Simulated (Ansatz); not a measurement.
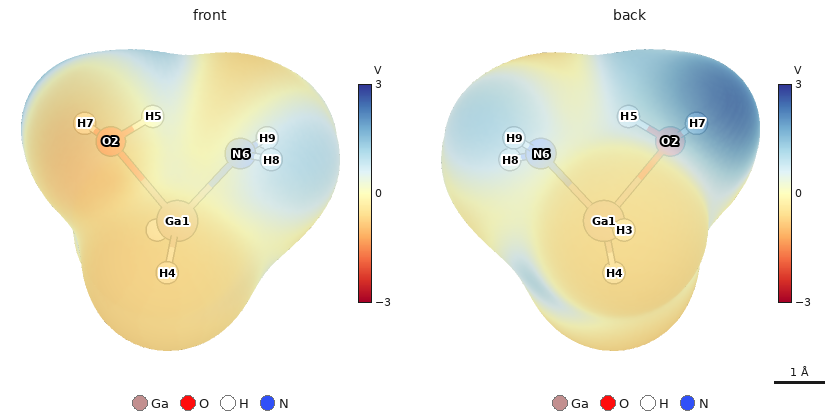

Figure 1: GaH6NO. The electrostatic potential painted on the density surface at 0.001 e/bohr³, seen from the front and from behind; red is negative and blue positive.

The product side of a reaction path; geometry: PBE0-D4/def2-TZVP.

Computed with RKS PBE0-D4/def2-TZVPP (Ansatz 0.2.0).

```yaml
atoms:
  - { symbol: Ga, position_ang: [-0.4995, -0.8075, 0.2898] }
  - { symbol: O, position_ang: [-0.9633, 1.2810, -0.1200] }
  - { symbol: H, position_ang: [-1.1049, -1.4948, -0.9866] }
  - { symbol: H, position_ang: [-1.0082, -0.9888, 1.7566] }
  - { symbol: H, position_ang: [0.0184, 1.3296, -0.2282] }
  - { symbol: N, position_ang: [1.2611, -0.1403, 0.0754] }
  - { symbol: H, position_ang: [-1.3604, 1.4468, -0.9804] }
  - { symbol: H, position_ang: [1.8556, -0.1255, 0.8923] }
  - { symbol: H, position_ang: [1.8012, -0.5004, -0.6989] }
```

**Which sites attract a positive test charge, and which a negative one?**

A positive charge is drawn to the negative regions and a negative charge to the positive ones. The most negative region (about −0.9 V) lies over O2, the most positive (about +2.4 V) over H7.
